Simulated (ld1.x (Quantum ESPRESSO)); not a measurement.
**Tungsten: generating and testing a TM potential, part 1 of 2**

Do these settings give a usable potential? It is generated, then checked for transferability, scattering, ghosts and hardness.

Program: ld1.x (Quantum ESPRESSO) 7.5. Reference atom: LDA (PW92), scalar-relativistic, spherical and spin-unpolarised. All values are calculated.

### 1 Starting point

Typed settings, in words:

* element: tungsten (W, Z = 74)
* type: norm-conserving Troullier–Martins (Kleinman–Bylander form)
* frozen core: [Xe] 4f14
* valence charge: 6
* reference configuration: 5d4 6s2 6p0
* partial waves: 6s (bound): rc 1.95 bohr; 6p (bound, empty): rc 2.55 bohr; 5d (bound): rc 2.50 bohr
* local potential: all-electron potential smoothed inside 1.70 bohr (lloc = -1)
* core correction: not asked for

An earlier all-electron run gives the scale for the radii.

All-electron outer shells of the reference configuration (LDA (PW92), scalar-relativistic, ld1.x):

| shell | level (eV) | outermost node (bohr) | outermost maximum (bohr) |
| --- | --- | --- | --- |
| 5p | -43.39 | 0.57 | 1.09 |
| 4f | -33.46 | – | 0.43 |
| 6s | -5.90 | 1.28 | 2.64 |
| 5d | -4.68 | 0.63 | 1.50 |
| 6p | -1.46 | 1.54 | 3.75 |

### 2 The generation run

W.in reads:

```
 &input
   title='W', zed=74., rel=1, dft='PW', iswitch=3,
   config='[Xe] 4f14 5d4 6s2 6p0',
   nld=3, rlderiv=2.75, eminld=-2.0, emaxld=5.0, deld=0.02
 /
 &inputp
   pseudotype=2, tm=.true., lloc=-1, rcloc=1.70,
   nlcc=.false.,
   file_pseudopw='W.UPF', file_wfcaegen='ae.wfc', file_wfcncgen='nc.wfc', file_beta='beta', file_chi='chi'
 /
3
6S  1  0   2.00   0.00  1.95  1.95  0.0
6P  2  1   0.00   0.00  2.55  2.55  0.0
5D  3  2   4.00   0.00  2.50  2.50  0.0
 &test
   configts(1)='5d4 6s2 6p0'
 /
```

Run with:

```
$ ld1.x < W.in > W.out
```

Output in W.out (without the banner and most projector matrices):

```text
     Program LD1 v.7.5
     --------------------------- All-electron run ----------------------------

     W
     scalar relativistic calculation

     atomic number is 74.00
     dft =PW   lsd =0 sic =0 latt =0  beta=0.20 tr2=1.0E-14
     Exchange-correlation= PW
                           (   1   4   0   0   0   0   0)
     mesh =1273 r(mesh) =  99.08072 a.u. xmin = -7.00 dx = 0.01250
     1 Ry =  13.60569312 eV, c = 137.03599908

     n l     nl                  e(Ry)          e(Ha)          e(eV)
     1 0     1S 1( 2.00)     -5103.7240     -2551.8620    -69439.7028
     2 0     2S 1( 2.00)      -880.9785      -440.4892    -11986.3226
     2 1     2P 1( 6.00)      -770.7235      -385.3618    -10486.2276
     3 0     3S 1( 2.00)      -202.8579      -101.4290     -2760.0225
     3 1     3P 1( 6.00)      -170.2140       -85.1070     -2315.8792
     4 0     4S 1( 2.00)       -41.7991       -20.8996      -568.7063
     4 1     4P 1( 6.00)       -31.0871       -15.5435      -422.9614
     3 2     3D 1(10.00)      -132.6099       -66.3050     -1804.2500
     5 0     5S 1( 2.00)        -5.8283        -2.9142       -79.2981
     5 1     5P 1( 6.00)        -3.1888        -1.5944       -43.3859
     4 2     4D 1(10.00)       -17.5113        -8.7557      -238.2538
     4 3     4F 1(14.00)        -2.4594        -1.2297       -33.4614
     5 2     5D 1( 4.00)        -0.3439        -0.1720        -4.6793
     6 0     6S 1( 2.00)        -0.4339        -0.2169        -5.9032
     6 1     6P 1( 0.00)        -0.1075        -0.0538        -1.4629

     final scf error:  9.5E-15 reached in  31 iterations

     Etot =  -32266.189607 Ry,  -16133.094803 Ha, -439003.874037 eV

     Ekin =   35550.584431 Ry,   17775.292216 Ha,  483690.342117 eV
     Encl =  -79801.972058 Ry,  -39900.986029 Ha,-1085761.142435 eV
     Eh   =   12611.759538 Ry,    6305.879769 Ha,  171591.730010 eV
     Exc  =    -626.561517 Ry,    -313.280759 Ha,   -8524.803730 eV

     normalization and overlap integrals

     s(1S/1S) =  1.000000  <r> =   0.0184  <r2> =    0.0005  r(max) =   0.0115
     s(2S/2S) =  1.000000  <r> =   0.0776  <r2> =    0.0071  r(max) =   0.0661
     s(2P/2P) =  1.000000  <r> =   0.0695  <r2> =    0.0059  r(max) =   0.0541
     s(3S/3S) =  1.000000  <r> =   0.2012  <r2> =    0.0463  r(max) =   0.1865
     s(3P/3P) =  1.000000  <r> =   0.2014  <r2> =    0.0470  r(max) =   0.1842
     s(4S/4S) =  1.000000  <r> =   0.4498  <r2> =    0.2284  r(max) =   0.4204
     s(4P/4P) =  1.000000  <r> =   0.4783  <r2> =    0.2603  r(max) =   0.4419
     s(3D/3D) =  1.000000  <r> =   0.1824  <r2> =    0.0390  r(max) =   0.1490
     s(5S/5S) =  1.000000  <r> =   1.0662  <r2> =    1.2782  r(max) =   0.9593
     s(5P/5P) =  1.000000  <r> =   1.2492  <r2> =    1.7719  r(max) =   1.0870
     s(4D/4D) =  1.000000  <r> =   0.5116  <r2> =    0.3034  r(max) =   0.4531
     s(4F/4F) =  1.000000  <r> =   0.6078  <r2> =    0.4644  r(max) =   0.4257
     s(5D/5D) =  1.000000  <r> =   2.0692  <r2> =    5.2456  r(max) =   1.5045
     s(6S/6S) =  1.000000  <r> =   3.1581  <r2> =   11.3922  r(max) =   2.6404
     s(6P/6P) =  1.000000  <r> =   4.7126  <r2> =   26.0015  r(max) =   3.7469

     ------------------------ End of All-electron run ------------------------

     --------------------- Generating NC pseudopotential ---------------------

      Generating local potential from pseudized AE potential:
      Matching radius rcloc =   1.7000

      Local pseudo, rcloc= 1.684 Estimated cut-off energy=     8.85 Ry

      Wfc   6S  rcut= 1.956  Using Troullier-Martins method

      Wfc   6P  rcut= 2.575  Using Troullier-Martins method

      Wfc   5D  rcut= 2.512  Using Troullier-Martins method

     ------------------- End of pseudopotential generation -------------------

     [... the all-electron block is printed once more ...]


     Computing logarithmic derivative in   2.75855
     Computing logarithmic derivative in   2.75855
     Computing the partial wave expansion
     R is outside the sphere for l=    0 j= 0.00
     R is outside the sphere for l=    1 j= 0.00
     R is outside the sphere for l=    2 j= 0.00

     ---------------------- Testing the pseudopotential ----------------------

     W
     scalar relativistic calculation

     atomic number is 74.00   valence charge is  6.00
     dft =PW   lsd =0 sic =0 latt =0  beta=0.20 tr2=1.0E-14
     mesh =1273 r(mesh) =  99.08072 xmin = -7.00 dx = 0.01250

     n l     nl             e AE (Ry)        e PS (Ry)    De AE-PS (Ry)
     3 2     5D   1( 4.00)       -0.34392       -0.34392        0.00000
     1 0     6S   1( 2.00)       -0.43387       -0.43387       -0.00000
     2 1     6P   1( 0.00)       -0.10752       -0.10752       -0.00000

     eps = 3.8E-16  iter =  6

     Etot =  -32266.189607 Ry,  -16133.094803 Ha, -439003.874037 eV
     Etotps =   -14.717979 Ry,      -7.358990 Ha,    -200.248311 eV

     Ekin =      12.974785 Ry,       6.487392 Ha,     176.530941 eV
     Encl =     -39.504493 Ry,     -19.752246 Ha,    -537.486006 eV
     Ehrt =      13.482212 Ry,       6.741106 Ha,     183.434837 eV
     Ecxc =      -3.310129 Ry,      -1.655065 Ha,     -45.036600 eV
     Epseu=       1.639646 Ry,       0.819823 Ha,      22.308518 eV

     ---------------------- End of pseudopotential test ----------------------
```

It took 2.4 s on 1 thread of Neoverse-V2, shared host. This counts the later configuration tests of the new file too.

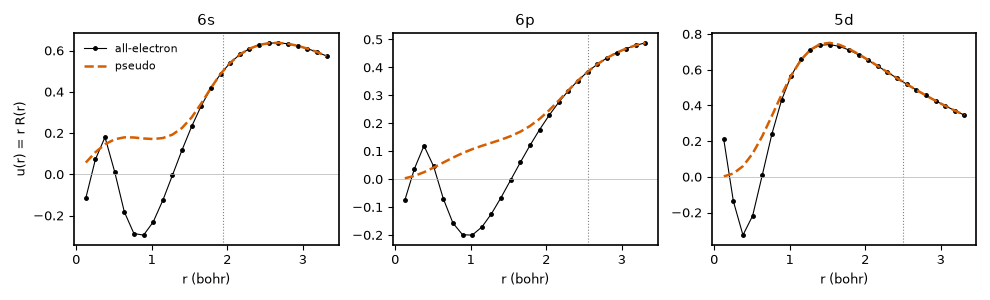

Bound waves of the atom and their pseudo partners (6s, 6p, 5d), with the matching radii dotted. The curves join 26 sampled radii, too few to resolve the innermost nodes.

(Continued in part 2 of 2.)
